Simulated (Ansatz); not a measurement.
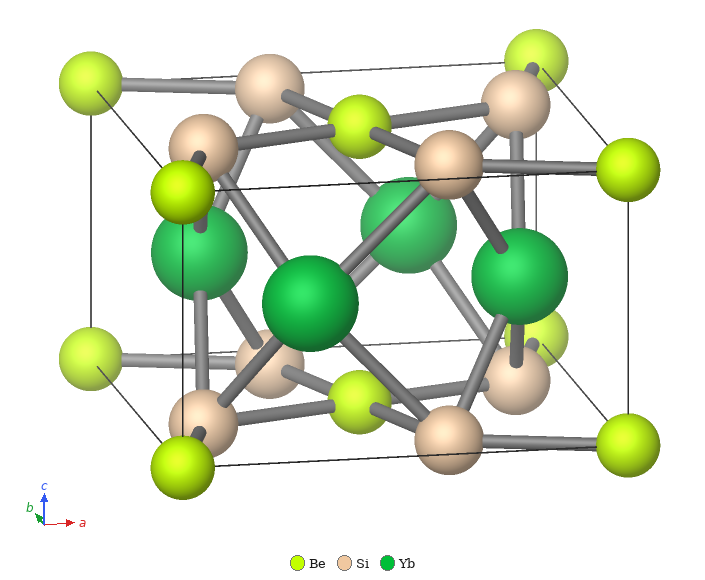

An orthographic ball-and-stick view of the structure, slightly off an axis. The frame is the simulation cell; atoms at its boundary are shown with their periodic copies.

```yaml
crystal:
  lattice:
    - [6.64034, 0.00000, 0.00000]
    - [0.00000, 6.64034, 0.00000]
    - [0.00000, 0.00000, 4.14813]
  atoms:
    - { symbol: Be, position: [0.00000, 0.00000, 0.00000] }
    - { symbol: Be, position: [0.50000, 0.50000, 0.00000] }
    - { symbol: Si, position: [0.37600, 0.87600, 0.00000] }
    - { symbol: Si, position: [0.12400, 0.37600, 0.00000] }
    - { symbol: Si, position: [0.62400, 0.12400, 0.00000] }
    - { symbol: Si, position: [0.87600, 0.62400, 0.00000] }
    - { symbol: Yb, position: [0.17689, 0.67689, 0.50000] }
    - { symbol: Yb, position: [0.32311, 0.17689, 0.50000] }
    - { symbol: Yb, position: [0.82311, 0.32311, 0.50000] }
    - { symbol: Yb, position: [0.67689, 0.82311, 0.50000] }
```

Method used: DFT, PAW plane waves, r2SCAN (Ansatz 0.2.0). It ran with an energy cutoff of 500 eV, a 4×4×6 mesh of k-points, Fermi-Dirac smearing of 0.12 eV, no spin polarisation (a spin-restricted run, not always the ground state).

Q: What does a Bader analysis give?

A: Yb +1.30 e; Be +0.62 e; Si -1.61 e.

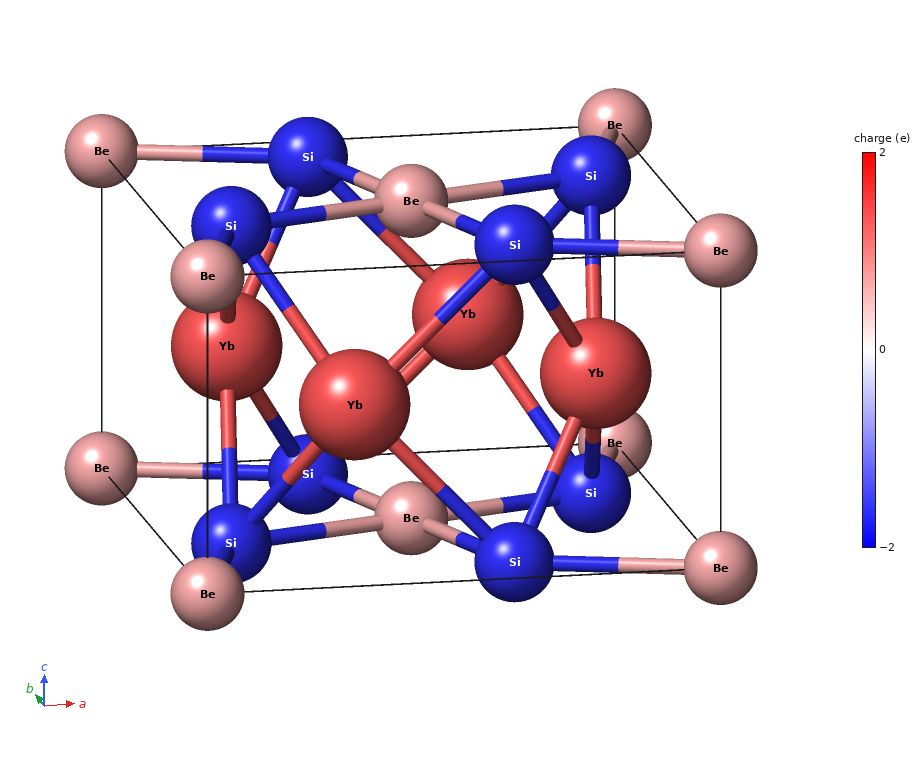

The atoms coloured by those charges.

The geometry is that of a generated cell, made by putting these elements into a known structure type (the compound may or may not exist in this form), without relaxation. It was run through Ansatz as a DFT input.
